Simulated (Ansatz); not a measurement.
# B₂H₄S₂: from a rough start to a minimum

The task is to find a stationary geometry of B₂H₄S₂, check the end point by its vibrations and derive ideal-gas thermochemistry, and look at its orbitals and charge.

Program: Ansatz 0.2.0, Gaussian basis. Level of theory: RKS PBE0-D4/def2-TZVP. These are calculated values, not measurements.

The runs, in order: relaxation at PBE-D4/def2-SVP; relaxation at PBE0-D4/def2-TZVP; harmonic vibrations at the same level; a single point in def2-TZVPP for the fields.

**1. The system as given**

SMILES `BSBS`, 8 atoms, charge 0, spin multiplicity 1.

Atoms are counted from 1 here; the program's logs count them from 0.

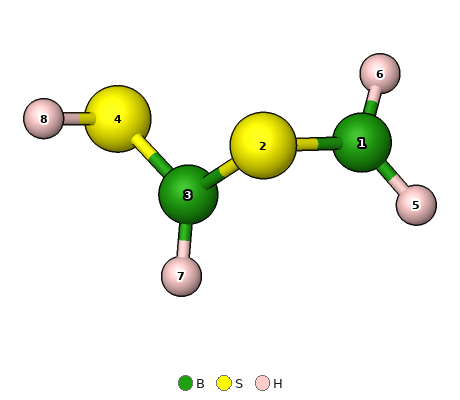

The starting geometry (boron green, sulfur yellow, hydrogen pink); atoms are numbered from 1 in the order of the file.

The start is a force-field geometry with small random shifts, so a cheaper pass at PBE-D4/def2-SVP comes first.

**2. Optimising with PBE-D4/def2-SVP (cheap first pass)**

in.yaml reads:

```yaml
crystal:
  periodic: [false, false, false]
  atoms:
    - {symbol: B, position_ang: [-0.340100, 1.609900, -0.553200]}
    - {symbol: S, position_ang: [0.944000, 0.896500, 0.523100]}
    - {symbol: B, position_ang: [0.468300, -0.847700, -0.023800]}
    - {symbol: S, position_ang: [-0.688800, -1.829000, 0.967500]}
    - {symbol: H, position_ang: [-0.139200, 1.950500, -1.697200]}
    - {symbol: H, position_ang: [-1.475700, 1.838900, -0.135900]}
    - {symbol: H, position_ang: [1.053500, -1.329600, -0.947300]}
    - {symbol: H, position_ang: [0.270100, -2.346700, 1.810900]}
basis:
  gaussian: {orbitals: def2-SVP}
hamiltonian: {xc: pbe, dispersion: d4}
relax: {f_tol: 0.03, max_steps: 200}
```

The run is started by

```console
$ ansatz run in.yaml --threads 2 --pin off --events-out ev --progress --plain --max-ram 4352MiB
```

Log, cut to the lines that bear on the results:

```text
Functional definition: PBE
  name "PBE"
  cite "Perdew, Burke & Ernzerhof, Phys. Rev. Lett. 77, 3865 (1996) doi:10.1103/PhysRevLett.77.3865"
  parent pbe
[...]
950 factors; their error is unknown
[...]
mean field -23068.33557136 eV, -847.7456959682 hartree, gradient 5.4e-5 eV, S^2 0.000000; 1 other end points of the search recorded, 0 dependent functions left out
[...]
reference -23068.33560462 eV, -847.7456971904 hartree; 23, 23 occupied and 61, 61 virtual orbitals, 950 factors
relax step   1: F+E_penalty+E_count = -23068.52436221 eV  Δ(F+E_penalty+E_count) = +0.000e0 eV  max|allowed force component| = 8.388e-1 eV/Å  Δτ_max = 0.0000 Å  (40 SCF iters, accepted)
[...]
relax step   4: F+E_penalty+E_count = -23069.03961257 eV  Δ(F+E_penalty+E_count) = -2.464e-1 eV  max|allowed force component| = 1.718e0 eV/Å  Δτ_max = 0.1940 Å  (31 SCF iters, accepted)
[...]
relax step   7: F+E_penalty+E_count = -23069.93878476 eV  Δ(F+E_penalty+E_count) = -2.700e-1 eV  max|allowed force component| = 1.338e0 eV/Å  Δτ_max = 0.1944 Å  (32 SCF iters, accepted)
[...]
relax step  10: F+E_penalty+E_count = -23070.34627239 eV  Δ(F+E_penalty+E_count) = -6.854e-2 eV  max|allowed force component| = 8.412e-1 eV/Å  Δτ_max = 0.1977 Å  (29 SCF iters, accepted)
[...]
relax step  13: F+E_penalty+E_count = -23070.47685486 eV  Δ(F+E_penalty+E_count) = -1.060e-2 eV  max|allowed force component| = 2.088e-1 eV/Å  Δτ_max = 0.2000 Å  (29 SCF iters, accepted)
[...]
relax step  14: F+E_penalty+E_count = -23070.49080592 eV  Δ(F+E_penalty+E_count) = -1.395e-2 eV  max|allowed force component| = 6.237e-2 eV/Å  Δτ_max = 0.1021 Å  (28 SCF iters, accepted)
[...]
relax step  15: F+E_penalty+E_count = -23070.49164096 eV  Δ(F+E_penalty+E_count) = -8.350e-4 eV  max|allowed force component| = 2.614e-2 eV/Å  Δτ_max = 0.0284 Å  (24 SCF iters, accepted)
950 factors; their error is unknown
mean field -23070.31061327 eV, -847.8182774194 hartree, gradient 5.8e-5 eV, S^2 0.000000; 1 other end points of the search recorded, 0 dependent functions left out
[...]
reference -23070.31064703 eV, -847.8182786601 hartree; 23, 23 occupied and 61, 61 virtual orbitals, 950 factors
Total energy: -23070.49167472 eV, -847.8249313050 hartree
Atom 0 at    -0.351333     1.775987    -0.716847 Å, force    -0.000091    -0.002143     0.002747 eV/Å
Atom 1 at    -0.291913     0.923656     0.863955 Å, force     0.005233    -0.026145    -0.007393 eV/Å
Atom 2 at     0.168949    -0.784187     0.384256 Å, force    -0.005375     0.002752     0.019823 eV/Å
Atom 3 at     0.306514    -1.992253     1.702100 Å, force     0.002741     0.004202    -0.013095 eV/Å
Atom 4 at    -0.109161     1.189947    -1.749413 Å, force     0.001391     0.005191    -0.002353 eV/Å
Atom 5 at    -0.646614     2.951039    -0.675089 Å, force    -0.000676     0.008861    -0.002981 eV/Å
Atom 6 at     0.369124    -1.074825    -0.772946 Å, force    -0.001998    -0.001488    -0.002982 eV/Å
Atom 7 at     0.646534    -3.046564     0.908084 Å, force    -0.001224     0.008770     0.006233 eV/Å
Dipole moment:     0.087634    -0.324496    -0.084530 e Å
```

Run time: 19 s. Hardware: 2 threads of Intel Xeon Platinum 8124M at 3.00GHz, shared host.

Along the way:

```tsv
step	energy from step 1 (eV)	largest force component (eV/Å)
1	0.0000	0.8388
2	-0.0726	1.0028
3	-0.2689	1.1278
4	-0.5153	1.7177
5	-0.8317	1.8376
6	-1.1444	1.5541
7	-1.4144	1.3385
8	-1.6316	0.6649
9	-1.7534	0.8639
10	-1.8219	0.8412
11	-1.8906	0.6130
12	-1.9419	0.1780
13	-1.9525	0.2088
14	-1.9664	0.0624
15	-1.9673	0.0261
```

Distances of close pairs at the start and the end, largest changes first:

```tsv
bond	before (Å)	after (Å)	change (Å)
S2–B3	1.889	1.833	-0.056
B1–S2	1.821	1.797	-0.024
B3–S4	1.812	1.793	-0.019
B1–H6	1.231	1.212	-0.019
S4–H8	1.378	1.363	-0.015
B3–H7	1.195	1.210	+0.015
B1–H5	1.210	1.212	+0.001
```

**3. Relaxation at PBE0-D4/def2-TZVP**

in.yaml reads:

```yaml
crystal:
  periodic: [false, false, false]
  atoms:
    - {symbol: B, position_ang: [-0.351333, 1.775987, -0.716847]}
    - {symbol: S, position_ang: [-0.291913, 0.923656, 0.863955]}
    - {symbol: B, position_ang: [0.168949, -0.784187, 0.384256]}
    - {symbol: S, position_ang: [0.306514, -1.992253, 1.702100]}
    - {symbol: H, position_ang: [-0.109161, 1.189947, -1.749413]}
    - {symbol: H, position_ang: [-0.646614, 2.951039, -0.675089]}
    - {symbol: H, position_ang: [0.369124, -1.074825, -0.772946]}
    - {symbol: H, position_ang: [0.646534, -3.046564, 0.908084]}
basis:
  gaussian: {orbitals: def2-TZVP}
hamiltonian: {xc: pbe0, dispersion: d4}
relax: {f_tol: 0.005, max_steps: 150}
```

The command is unchanged.

Log, cut to the lines that bear on the results:

```text
Functional definition: PBE0
  name "PBE0"
  cite "Adamo & Barone, J. Chem. Phys. 110, 6158 (1999) doi:10.1063/1.478522"
  cite "Perdew, Burke & Ernzerhof, Phys. Rev. Lett. 77, 3865 (1996) doi:10.1103/PhysRevLett.77.3865"
  parent pbe
[...]
1056 factors; their error is unknown
[...]
mean field -23081.50700176 eV, -848.2297371072 hartree, gradient 2.8e-5 eV, S^2 0.000000; 0 other end points of the search recorded, 0 dependent functions left out
[...]
reference -23081.50703314 eV, -848.2297382606 hartree; 23, 23 occupied and 137, 137 virtual orbitals, 1056 factors
relax step   1: F+E_penalty+E_count = -23081.65992521 eV  Δ(F+E_penalty+E_count) = +0.000e0 eV  max|allowed force component| = 5.410e-1 eV/Å  Δτ_max = 0.0000 Å  (27 SCF iters, accepted)
[...]
reference -23081.53483502 eV, -848.2307599608 hartree; 23, 23 occupied and 137, 137 virtual orbitals, 1056 factors
Total energy: -23081.68853653 eV, -848.2364083871 hartree
Atom 0 at    -0.346068     1.761916    -0.711410 Å, force    -0.000395     0.001938     0.000075 eV/Å
Atom 1 at    -0.302453     0.914303     0.857663 Å, force     0.000287    -0.000847    -0.001822 eV/Å
Atom 2 at     0.158429    -0.775839     0.382141 Å, force    -0.000284     0.000397     0.001970 eV/Å
Atom 3 at     0.316335    -1.981910     1.681771 Å, force     0.000219    -0.000258    -0.000401 eV/Å
Atom 4 at    -0.100173     1.182691    -1.722072 Å, force     0.000307    -0.001173     0.000546 eV/Å
Atom 5 at    -0.630726     2.918993    -0.683831 Å, force    -0.000177     0.000593    -0.000074 eV/Å
Atom 6 at     0.346089    -1.058537    -0.756978 Å, force    -0.000067    -0.000183    -0.000053 eV/Å
Atom 7 at     0.650668    -3.018816     0.896816 Å, force     0.000109    -0.000466    -0.000241 eV/Å
Dipole moment:     0.077932    -0.258196    -0.144634 e Å
```

Run time: 16 s. Hardware: 2 threads of Intel Xeon Platinum 8124M at 3.00GHz, shared host.

Relaxation path:

```tsv
step	energy from step 1 (eV)	largest force component (eV/Å)
1	0.0000	0.5410
2	-0.0249	0.2331
3	-0.0240	0.2204
4	-0.0286	0.0050
5	-0.0286	0.0020
```

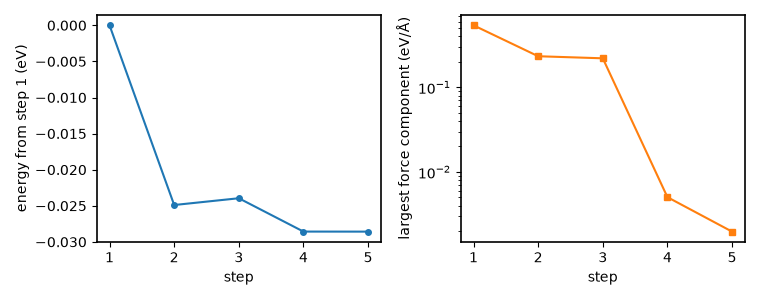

Energy and force, step by step.

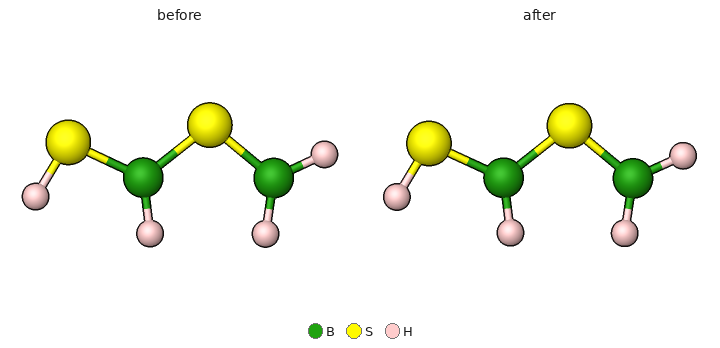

The geometry before (left) and after (right).

Close pairs (by a distance rule), those that changed most:

```tsv
bond	before (Å)	after (Å)	change (Å)
B3–H7	1.210	1.189	-0.021
B1–H5	1.212	1.191	-0.021
B1–H6	1.212	1.192	-0.020
S4–H8	1.363	1.343	-0.020
S2–B3	1.833	1.815	-0.018
B1–S2	1.797	1.784	-0.013
B3–S4	1.793	1.780	-0.013
```

Mulliken charges of the relaxed molecule (report file):

```tsv
atom	value (e)
B1	-0.05
S2	-0.09
B3	0.02
S4	-0.15
H5	0.02
H6	0.04
H7	0.04
H8	0.17
```

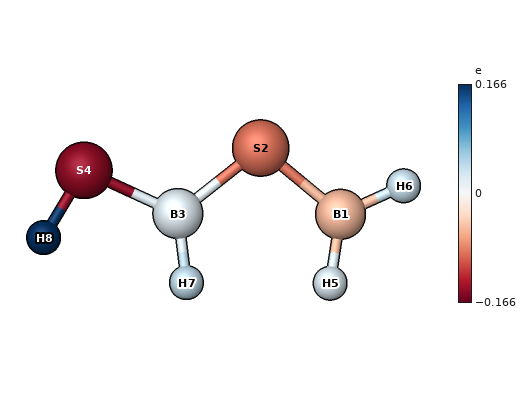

Mulliken charges of the relaxed molecule (report file), as colours on the atoms.

**4. Vibrations by finite differences**

in.yaml reads:

```yaml
crystal:
  periodic: [false, false, false]
  atoms:
    - {symbol: B, position_ang: [-0.346068, 1.761916, -0.711410]}
    - {symbol: S, position_ang: [-0.302453, 0.914303, 0.857663]}
    - {symbol: B, position_ang: [0.158429, -0.775839, 0.382141]}
    - {symbol: S, position_ang: [0.316335, -1.981910, 1.681771]}
    - {symbol: H, position_ang: [-0.100173, 1.182691, -1.722072]}
    - {symbol: H, position_ang: [-0.630726, 2.918993, -0.683831]}
    - {symbol: H, position_ang: [0.346089, -1.058537, -0.756978]}
    - {symbol: H, position_ang: [0.650668, -3.018816, 0.896816]}
basis:
  gaussian: {orbitals: def2-TZVP}
hamiltonian: {xc: pbe0, dispersion: d4}
phonons: {temperatures: {t_min: 298.15, t_max: 900, t_step: 200}}
```

Launched as before.

Log, cut to the lines that bear on the results:

```text
Functional definition: PBE0
  name "PBE0"
  cite "Adamo & Barone, J. Chem. Phys. 110, 6158 (1999) doi:10.1063/1.478522"
  cite "Perdew, Burke & Ernzerhof, Phys. Rev. Lett. 77, 3865 (1996) doi:10.1103/PhysRevLett.77.3865"
  parent pbe
[...]
1056 factors; their error is unknown
[...]
mean field -23081.53480381 eV, -848.2307588136 hartree, gradient 2.6e-5 eV, S^2 0.000000; 0 other end points of the search recorded, 0 dependent functions left out
[...]
reference -23081.53483500 eV, -848.2307599601 hartree; 23, 23 occupied and 137, 137 virtual orbitals, 1056 factors
[...]
1056 factors; their error is unknown
mean field -23081.53476393 eV, -848.2307573482 hartree, gradient 1.7e-6 eV, S^2 0.000000; 0 other end points of the search recorded, 0 dependent functions left out
[...]
reference -23081.53479512 eV, -848.2307584946 hartree; 23, 23 occupied and 137, 137 virtual orbitals, 1056 factors
[...]
Atom 0 at    -0.346068     1.761916    -0.711410 Å, force    -0.000395     0.001936     0.000048 eV/Å
Atom 1 at    -0.302453     0.914303     0.857663 Å, force     0.000289    -0.000855    -0.001813 eV/Å
Atom 2 at     0.158429    -0.775839     0.382141 Å, force    -0.000288     0.000413     0.001969 eV/Å
Atom 3 at     0.316335    -1.981910     1.681771 Å, force     0.000217    -0.000256    -0.000383 eV/Å
Atom 4 at    -0.100173     1.182691    -1.722072 Å, force     0.000304    -0.001162     0.000564 eV/Å
Atom 5 at    -0.630726     2.918993    -0.683831 Å, force    -0.000173     0.000586    -0.000073 eV/Å
Atom 6 at     0.346089    -1.058537    -0.756978 Å, force    -0.000065    -0.000186    -0.000062 eV/Å
Atom 7 at     0.650668    -3.018816     0.896816 Å, force     0.000112    -0.000476    -0.000250 eV/Å
Dipole moment:     0.077932    -0.258197    -0.144633 e Å
Vibrations: 88.59 185.29 281.91 352.10 444.49 667.22 776.07 790.93 818.66 867.67 895.61 952.45 1071.49 1195.43 2608.39 2679.11 2714.93 2716.58 cm⁻¹, zero-point energy 1.246470 eV
```

Run time: 89 s. Hardware: 2 threads of Intel Xeon Platinum 8124M at 3.00GHz, shared host.

Motions are named by where the mode's potential energy lies. The modes, unscaled (a negative number is an imaginary wavenumber):

```tsv
mode	cm⁻¹	motion
1	89	torsion
2	185	bend
3	282	bend
4	352	torsion
5	444	torsion
6	667	B–S stretch
7	776	torsion with out-of-plane bend
8	791	B–S stretch with bend
9	819	bend with B–S stretch
10	868	B–S stretch
11	896	bend
12	952	out-of-plane bend with torsion
13	1071	bend
14	1195	bend
15	2608	B–H stretch
16	2679	B–H stretch
17	2715	S–H stretch
18	2717	B–H stretch
```

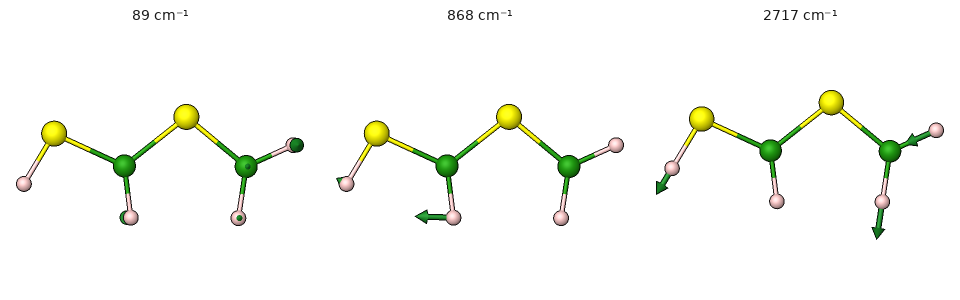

Displacements of 3 modes, as arrows.

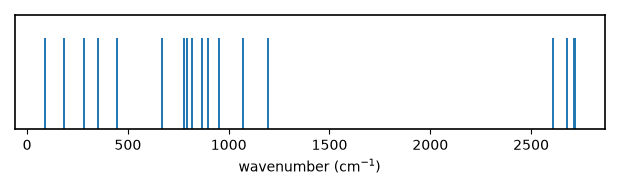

The harmonic wavenumbers as sticks (no intensities were computed).

Ideal gas, rigid rotor and harmonic oscillator at 298.15 K and 1 bar, with symmetry number 1:

```tsv
term	value
zero-point energy	120.3 kJ/mol
H(298) − E	138.0 kJ/mol
entropy, translation	164.9 J/(mol K)
entropy, rotation	108.2 J/(mol K)
entropy, vibration	45.9 J/(mol K)
entropy, total	319.0 J/(mol K)
```

**5. Fields at the relaxed geometry**

in.yaml: that of step 4 with these lines changed.

```diff
@@ -12,4 +12,4 @@
 basis:
-  gaussian: {orbitals: def2-TZVP}
+  gaussian: {orbitals: def2-TZVPP}
 hamiltonian: {xc: pbe0, dispersion: d4}
-phonons: {temperatures: {t_min: 298.15, t_max: 900, t_step: 200}}
+output: {orbitals: {seedname: orbitals}}
```

The command is unchanged.

Log:

```text
Functional definition: PBE0
  name "PBE0"
  cite "Adamo & Barone, J. Chem. Phys. 110, 6158 (1999) doi:10.1063/1.478522"
  cite "Perdew, Burke & Ernzerhof, Phys. Rev. Lett. 77, 3865 (1996) doi:10.1103/PhysRevLett.77.3865"
  parent pbe
  parameter a = 0.25
  parameter kappa = 0.804
  parameter beta = 0.06672455060314922
  exchange = (1 - a)*pbe_x(kappa = kappa, mu = beta*pi^2/3) + a*exact_x
  correlation = pbe_c(beta = beta)
1204 factors; their error is unknown
mean field evaluation 1: about -23079.4469 eV, gradient 2.6e1 eV
mean field evaluation 2: about -23079.3430 eV, gradient 2.7e1 eV
mean field evaluation 4: about -23081.5464 eV, gradient 1.4e0 eV
mean field evaluation 8: about -23081.5529 eV, gradient 3.6e-2 eV
mean field evaluation 16: about -23081.5665 eV, gradient 1.6e-5 eV
mean field -23081.56649214 eV, -848.2319233384 hartree, gradient 1.6e-5 eV, S^2 0.000000; 0 other end points of the search recorded, 0 dependent functions left out
reference -23081.56652329 eV, -848.2319244833 hartree; 23, 23 occupied and 179, 179 virtual orbitals, 1204 factors
Total energy: -23081.72022481 eV, -848.2375729097 hartree
```

Wall time 2.8 s (2 threads of Intel Xeon Platinum 8124M at 3.00GHz, shared host); peak memory 0.43 GiB.

The fields below are evaluated on a grid from the run's orbitals.

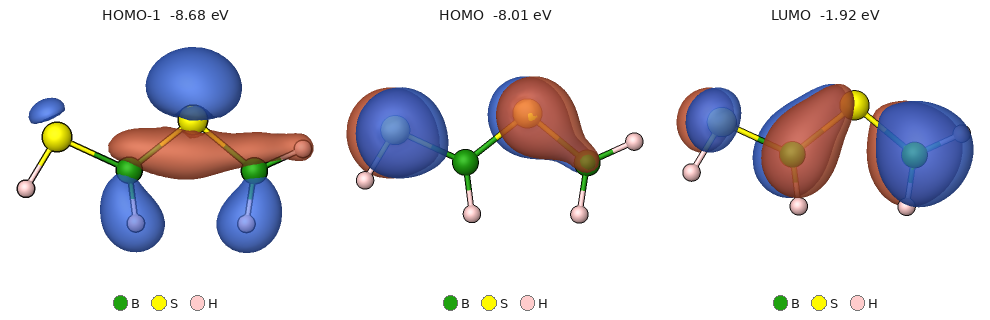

Frontier orbitals at PBE0-D4/def2-TZVPP; each surface holds 70 % of the orbital's density, blue and red mark the sign.

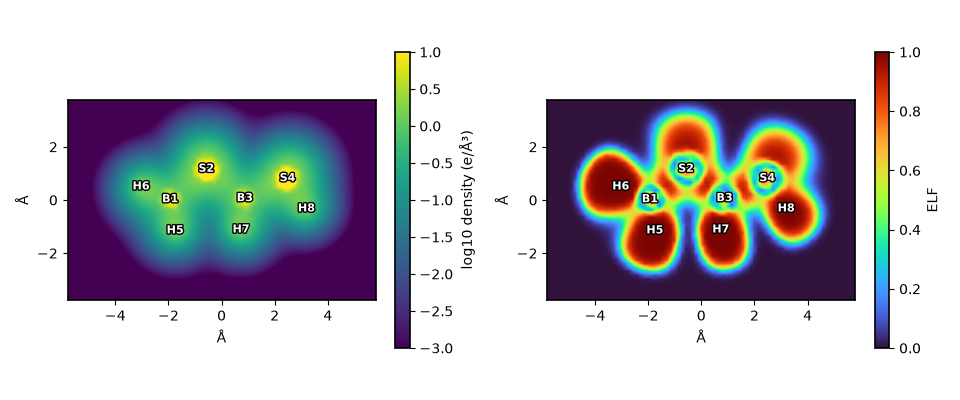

Density (left) and ELF (right) in a plane through or near 8 of the atoms.

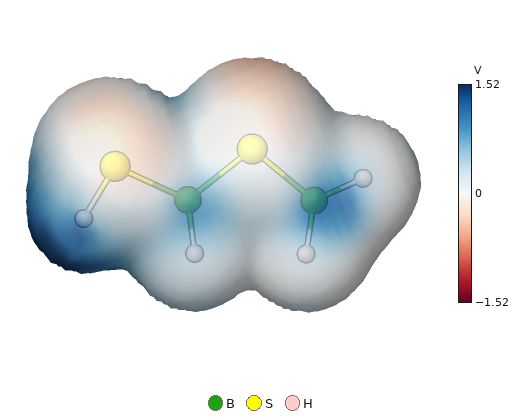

The potential that a unit positive charge feels on the 0.002 e/bohr³ surface, from the 1st to the 99th percentile, from -0.38 V near S2 to 1.52 V near H8.

**6. Results**

```
                  quantity            value
               point group               Cs
                     steps           15 + 5
shift from the start (rms)          1.012 Å
              total energy   -23081.6885 eV
           dispersion term         -154 meV
             dipole moment           1.47 D
lowest, highest wavenumber    89, 2717 cm⁻¹
         zero-point energy     120.3 kJ/mol
       entropy at 298.15 K  319.0 J/(mol K)
                HOMO, LUMO  -8.01, -1.92 eV
```

In words: The atoms moved 1.01 Å (rms) from the start; the bond that changed most is S2–B3, from 1.889 to 1.815 Å. No mode is imaginary: a true minimum at this level. The stiffest mode, 2717 cm⁻¹, is a B–H stretch, and 2 modes under 200 cm⁻¹ make the vibrational entropy uncertain. Harmonic hybrid wavenumbers usually lie a few per cent above measured fundamentals. The largest Mulliken charge, +0.17 e, sits on H8. The HOMO lies mostly on S4 47 %; S2 33 % and the LUMO on B1 36 %; B3 25 %.
